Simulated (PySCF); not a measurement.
## A study: C₂H₂, SMILES `C#C`

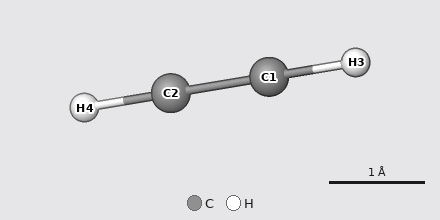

The molecule, with its atoms numbered as below. No frequency check shows the geometry to be a minimum.

Cartesian coordinates (Å):

```
C1      -0.5969    0.0000    0.0000
C2       0.5969   -0.0000    0.0000
H3      -1.6466   -0.0000    0.0000
H4       1.6466    0.0000    0.0000
```

Part 1: Local ionisation energy

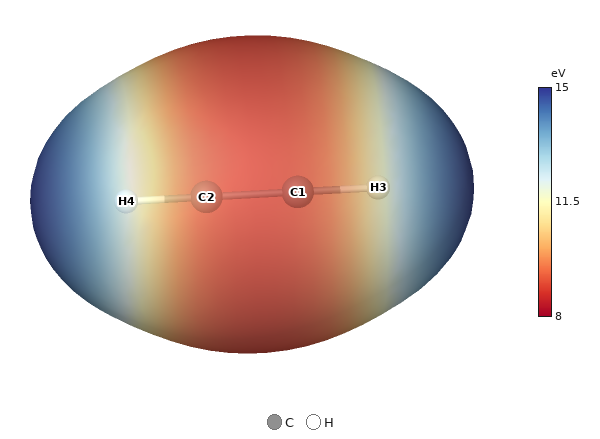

Average local ionisation energy on the surface of electron density 0.001 a.u.

Method: B3LYP/cc-pVTZ; geometry: GFN2-xTB; program: PySCF.

Locate the minima of the map.

Answer. The lowest value is 8.9 eV, off the C1–C2 bond (2.1 to 2.2 Å from its atoms), and at like points elsewhere. For comparison, the highest occupied orbital lies at −8.2 eV.

What volume does the surface enclose, and what is the dipole moment?

Answer. About 50 Å³; the dipole moment is 0.0 D.

Part 2: In an electric field

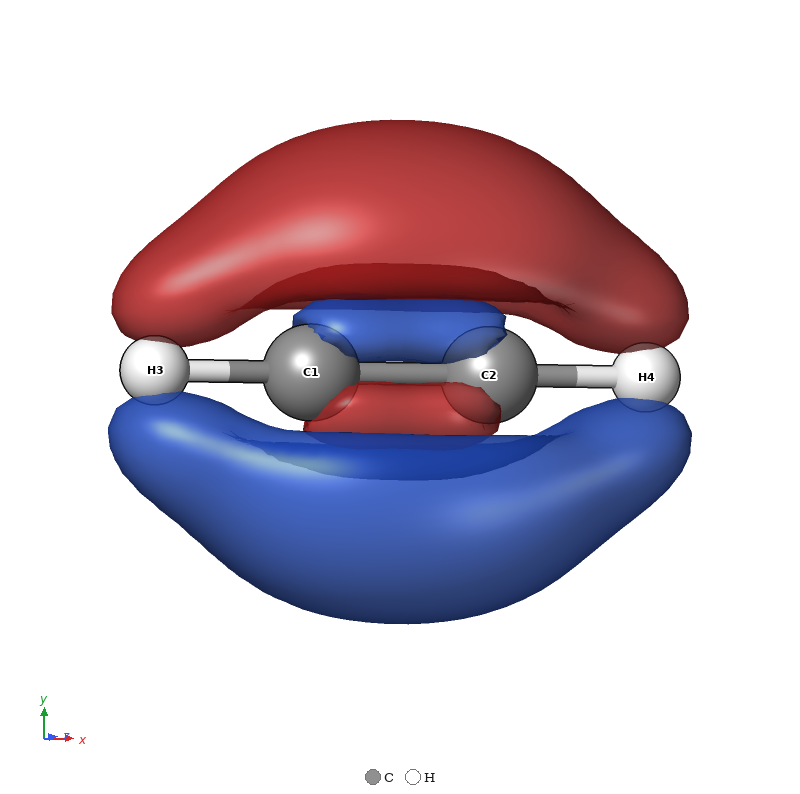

Change of the electron density in a uniform field of 0.26 V/Å, surfaces at ±0.0015 e/Å³ (red: gain, blue: loss).

Level of theory: TPSSh/aug-cc-pVDZ (PySCF), at a geometry from GFN2-xTB.

Along which Cartesian direction does the field point?

Answer. Along −y: electrons gather on the +y side, against the field.

How large is the response?

Answer. The induced dipole is 0.24 D (along the field); α along this axis, from the fields in both directions, is 19 bohr³ (2.8 Å³).

Which atoms gain and lose the most charge?

Answer. Hardly any: no atom's Hirshfeld charge changes by as much as 0.002 e. The density shifts from one side of each atom to the other; 0.025 electrons are displaced in all.

Part 3: Localised orbitals

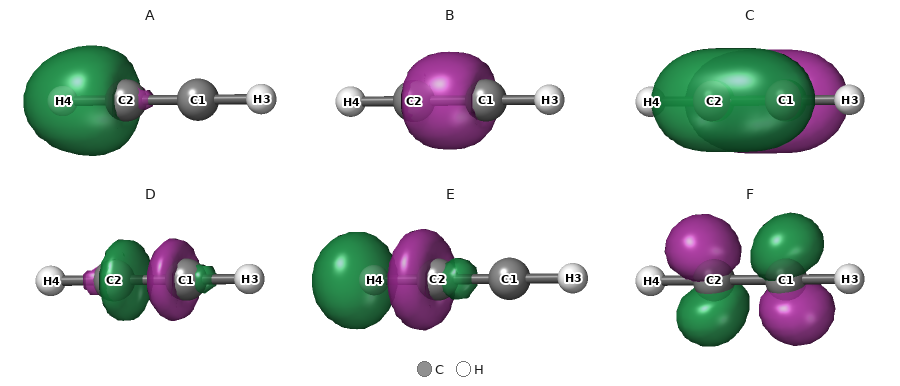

Intrinsic bond orbitals (IBO), occupied and valence-virtual; each surface holds about 70 % of the orbital's density. Energies are diagonal elements of the Fock matrix.

Method: r2SCAN/def2-TZVP; geometry: GFN2-xTB; program: PySCF.

Name the orbitals, with their atomic make-up and energies.

Answer. By panel:
- A: σ bond C2–H4 (C2 61 %, H4 39 %; −14.2 eV)
- B: σ bond C1–C2 (C1 49 %, C2 49 %; −18.8 eV)
- C: π bond C1–C2 (C1 50 %, C2 50 %; −7.4 eV)
- D: σ* orbital C1–C2 (C1 50 %, C2 50 %; 25.7 eV)
- E: σ* orbital H4–C2 (H4 60 %, C2 39 %; 9.9 eV)
- F: σ* orbital C2–C1 (C2 50 %, C1 50 %; 1.5 eV)

How do all the valence pairs divide up?

Answer. 5 pairs: 3 σ bonds and 2 two-centre π bonds.
